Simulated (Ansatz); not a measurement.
# Calculations on C$_{2}$H$_{9}$FSi$_{2}$

**1. Relaxation**

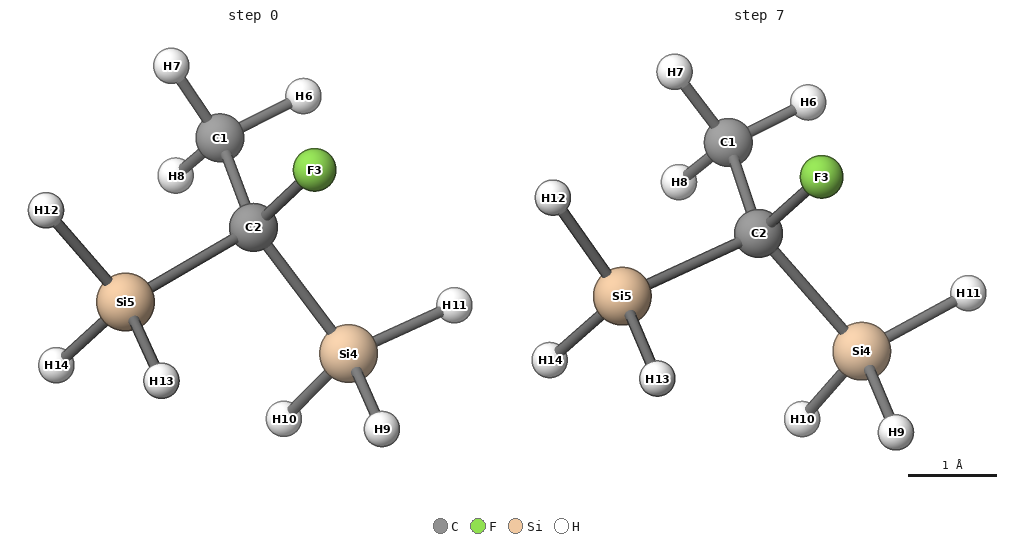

The structure of C2H9FSi2 before (left) and after (right) a relaxation, at one scale.

A ball-and-stick model, seen at a tilt.

The run prepares an end point of a later path (torsion) calculation, from a guessed geometry.

All numbers below come from RKS PBE0/def2-SVP (Ansatz 0.2.0). (no spin polarisation; force threshold 0.015 eV/Å; at most 40 steps)

Q: Describe what moved and what it gained.

A: The atom that moves furthest after the best rigid fit is H10 (0.18 Å). By element the largest moves are H 0.18 Å, Si 0.16 Å, F 0.13 Å, C 0.07 Å. Some distances before and after: Si4–H9 1.405 → 1.492 Å, C2–F3 1.346 → 1.416 Å, C1–H6 1.166 → 1.102 Å, Si5–H13 1.440 → 1.492 Å. Among the angles between lasting bonds that change: Si4–C2–Si5 102.9° → 113.2°, C1–C2–Si4 119.2° → 112.3°, H10–Si4–H11 103.4° → 109.5°. Over 6 accepted moves (7 points after the start) the energy falls by 48.1 kJ/mol. The largest force component goes from 3.1 to 0.01 eV/Å. The line search rejected the trial step at point 5 of the run.

**2. Relaxation**

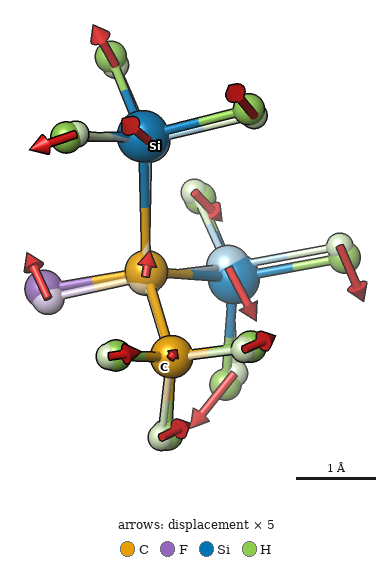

This is a relaxation of C₂H₉FSi₂. The starting structure is drawn faded, the final one solid; red arrows show the displacements, 5 times their true length. The two geometries are superimposed by the best rigid fit.

The picture is a ball-and-stick view, seen from a free direction.

The run prepares an end point of a later path (torsion) calculation, from a guessed geometry.

Computed with Ansatz 0.2.0, RKS PBE0/def2-SVP. Set-up: no spin polarisation; force threshold 0.015 eV/Å; at most 40 steps.

> Describe the change and its energy.

The largest move after the best rigid fit is that of an H atom, 0.19 Å. Largest moves by element: H 0.19 Å, Si 0.16 Å, F 0.14 Å, C 0.07 Å. Near-neighbour distances that change, for instance: H–Si 1.405 → 1.492 Å, C–F 1.346 → 1.416 Å, C–H 1.166 → 1.102 Å, H–Si 1.440 → 1.492 Å. Bond angles that change, for instance: Si–C–Si 102.9° → 113.0°, C–C–Si 119.1° → 112.3°, H–Si–H 103.4° → 109.5°. After 5 geometry steps the energy has fallen by 47.5 kJ/mol. Largest force component: 2.5 eV/Å at the start, 0.014 eV/Å at the end. The run took 27 s on 2 threads of Arm Neoverse V1, with other jobs on the host, peak memory 0.3 GiB.

**3. Path**

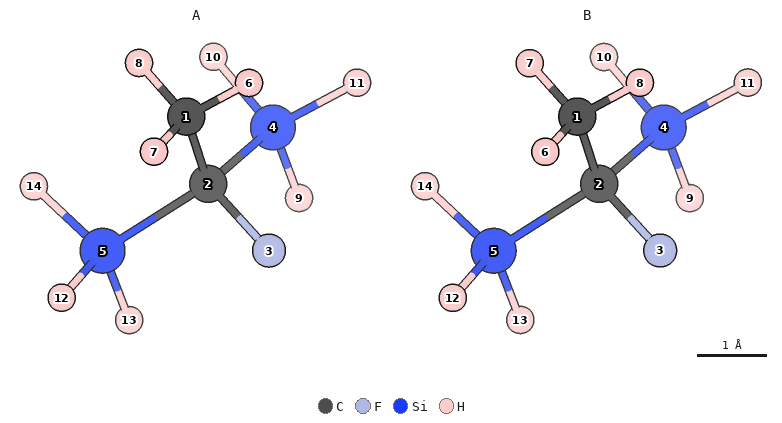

The two relaxed end points of a path for C2H9FSi2. The picture is a ball-and-stick view, seen from a free direction.

These are results of RKS PBE0/def2-SVP (Ansatz), not measurements.

The input:
```yaml
crystal:
  periodic: [false, false, false]
  atoms:
    - { symbol: C, position_ang: [-1.148699, 0.329729, 1.039908] }
    - { symbol: C, position_ang: [0.18339, 0.213423, 0.318053] }
    - { symbol: F, position_ang: [1.165164, 0.86203, 1.105019] }
    - { symbol: Si, position_ang: [0.185383, 1.141967, -1.353363] }
    - { symbol: Si, position_ang: [0.772264, -1.599858, 0.173039] }
    - { symbol: H, position_ang: [-1.427854, 1.386211, 1.183912] }
    - { symbol: H, position_ang: [-1.10071, -0.143045, 2.034395] }
    - { symbol: H, position_ang: [-1.951191, -0.160708, 0.466728] }
    - { symbol: H, position_ang: [1.545464, 1.085845, -1.963626] }
    - { symbol: H, position_ang: [-0.801187, 0.509316, -2.283064] }
    - { symbol: H, position_ang: [-0.200192, 2.564887, -1.111886] }
    - { symbol: H, position_ang: [0.833378, -2.194612, 1.541997] }
    - { symbol: H, position_ang: [2.123891, -1.646909, -0.456589] }
    - { symbol: H, position_ang: [-0.191999, -2.377375, -0.665722] }
basis:
  gaussian: { orbitals: def2-SVP }
hamiltonian:
  xc: pbe0
neb:
  order_check: false
  images: 7
  f_tol: 0.03
  max_iterations: 56
  initial_path: idpp
  final_atoms:
    - { symbol: C, position_ang: [-1.15317141, 0.34642425, 1.03044282] }
    - { symbol: C, position_ang: [0.17717078, 0.23891502, 0.30494769] }
    - { symbol: F, position_ang: [1.13947292, 0.96875668, 1.04451279] }
    - { symbol: Si, position_ang: [0.13378855, 1.06680854, -1.41747179] }
    - { symbol: Si, position_ang: [0.83213289, -1.55630959, 0.25607785] }
    - { symbol: H, position_ang: [-1.07822724, -0.06287778, 2.05061739] }
    - { symbol: H, position_ang: [-1.93888652, -0.20946283, 0.49563078] }
    - { symbol: H, position_ang: [-1.47287723, 1.39763768, 1.11226602] }
    - { symbol: H, position_ang: [1.49120917, 1.02488657, -2.03448054] }
    - { symbol: H, position_ang: [-0.83396854, 0.34321183, -2.29934853] }
    - { symbol: H, position_ang: [-0.30391011, 2.48571098, -1.25637139] }
    - { symbol: H, position_ang: [0.92671575, -2.07075601, 1.65499731] }
    - { symbol: H, position_ang: [2.17860194, -1.58905332, -0.38510905] }
    - { symbol: H, position_ang: [-0.11094894, -2.41299104, -0.52791034] }
```

Run as
```bash
ansatz run input.yaml --threads 2 --pin off --max-ram 3072MiB --backend cpu --events-out ev --progress --plain --runs-dir out
```

Question: What barrier does the band find between them, and by what path?

Answer: The barrier is about 12.8 kJ/mol in both directions, with image 4 at the top; the ends have the same energy. The motion is a rotation about the C1–C2 bond by about 120°. No bond forms or breaks between the ends. Bond angles that change up to the highest image, for instance: C2–C1–H6 110.9° → 106.8°, C2–C1–H7 111.0° → 113.7°. The band converged in 4 iterations, with a climbing image at the top. At the top, the vibrational analysis gives one imaginary mode (231i cm⁻¹), as a transition state must have.

Energies of the converged images:

```json
{"image": "0", "path (Å)": "0.00", "E (kJ/mol)": "0.0"}
{"image": "1", "path (Å)": "0.45", "E (kJ/mol)": "1.7"}
{"image": "2", "path (Å)": "0.90", "E (kJ/mol)": "6.0"}
{"image": "3", "path (Å)": "1.35", "E (kJ/mol)": "10.7"}
{"image": "4", "path (Å)": "1.80", "E (kJ/mol)": "12.8"}
{"image": "5", "path (Å)": "2.25", "E (kJ/mol)": "10.7"}
{"image": "6", "path (Å)": "2.70", "E (kJ/mol)": "6.1"}
{"image": "7", "path (Å)": "3.15", "E (kJ/mol)": "1.7"}
{"image": "8", "path (Å)": "3.60", "E (kJ/mol)": "0.0"}
```

The geometry at the top of the path:

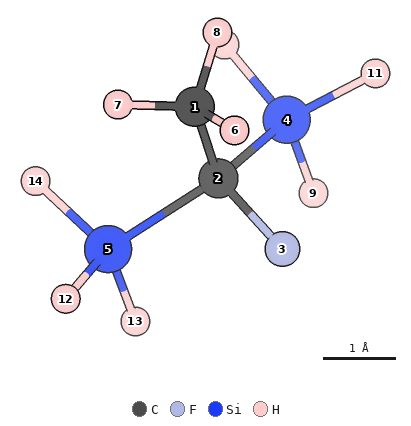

Cost: 2.3 min on 2 threads of Arm Neoverse V1, with other jobs on the host, peak memory 0.3 GiB.
